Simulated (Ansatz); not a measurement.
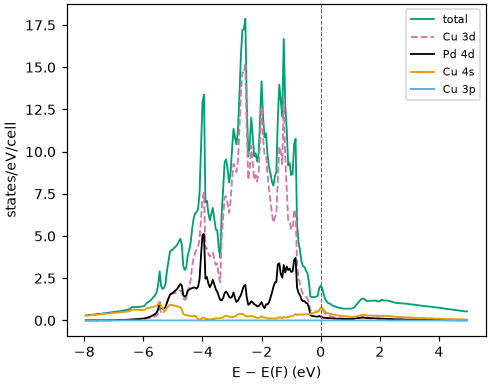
*Total and projected density of states of Cu₃Pd (Cu3Au type, Pm-3m), plane-wave PAW PBEsol (Ansatz code)*

### Question
Which orbitals carry the states next to the Fermi level?

### Answer
Within 0.5 eV of the Fermi level: Cu 3d 37 %, Cu 4s 31 %, Pd 4d 20 %, outside the projected shells 13 %. Projections are on Löwdin-orthogonalised atomic valence shells; empty p or d shells of many metals are not among them.

### Question
Where is the tallest occupied peak in this window, and what makes it?

### Answer
Near -2.5 eV, about 18 states/eV per cell; the largest projected share is Cu 3d.

The workflow started from an entry of the Crystallography Open Database (COD), which files this formula under 3 space groups. Whether it is the stable phase at ambient conditions was not checked. Symmetry was held in the PBEsol relaxation; of distortions, only those at the zone centre were tested. The run is not spin-polarised. Scalar-relativistic: spin–orbit coupling is off unless named, which matters more the heavier the elements.

Potentials: the later of the program's two PAW sets.
